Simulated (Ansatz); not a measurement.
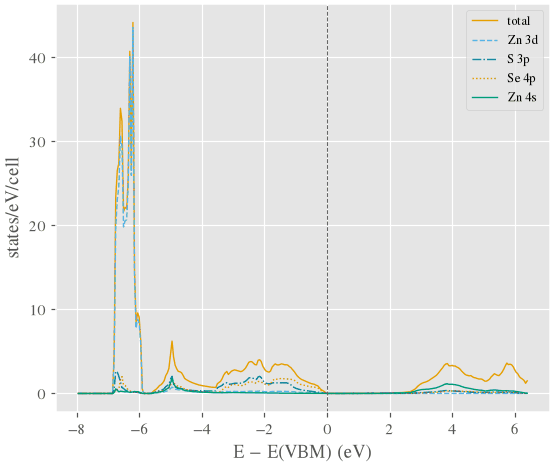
Figure. Total and projected density of states of Zn$_{2}$SeS in space group R3m (No. 160; Zn on 3a, Zn on 3a, Se on 3a, S on 3a), PBEsol (plane waves, PAW; program Ansatz)

Which orbitals carry the states next to the gap?

Top 1 eV of the valence band: Se 4p 65 %, S 3p 23 %, Zn 3d 7 %. Bottom 1 eV of the conduction band: Zn 4s 56 %, S 3s 16 %, S 3p 10 %, Se 4s 8 %, Se 4p 7 %. Projections are on Löwdin-orthogonalised atomic valence shells; empty p or d shells of many metals are not among them.

Where is the tallest occupied peak in this window, and what makes it?

Near -6.2 eV, about 44 states/eV per cell; the largest projected share is Zn 3d.

The workflow started from a Materials Project entry (that database holds measured and hypothetical structures alike); the Crystallography Open Database copy checked does not list it. Whether it is the stable phase at ambient conditions was not checked. The PBEsol relaxation kept the symmetry of its start; of distortions, only those at the zone centre were tested. Scalar-relativistic: spin–orbit coupling is off unless named, which matters more the heavier the elements.

Potentials: the later of the program's two PAW sets.
